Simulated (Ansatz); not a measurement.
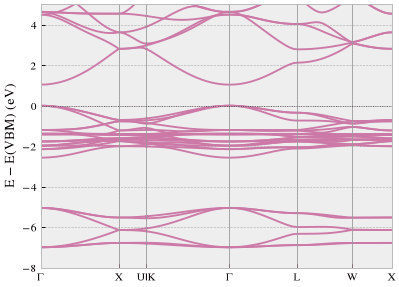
*Band structure from PBE in the plane-wave PAW code Ansatz*

### Question
Read off the gap and where the band edges lie.

### Answer
About 1.0 eV (1.04 eV by a search for the band edges); maximum at Γ, minimum at Γ.

### Question
Which compound is it?
(A) MgS, rock salt
(B) GaN, zinc blende
(C) Cu2O, Fd-3m (O on 8b, Cu on 16d)
(D) YN, rock salt

### Answer
C, Cu2O, Fd-3m (O on 8b, Cu on 16d)

The start of the workflow was typed in or built on a structure type; neither database checked (COD, Materials Project) lists it. It is not the phase usual at ambient conditions (space group No. 224). The PBE relaxation kept the symmetry of its start; its stability against distortions is not shown here. The workflow began spin-polarised and lost its moments. No Hubbard U is applied.

Potentials: the earlier of the program's two PAW sets.
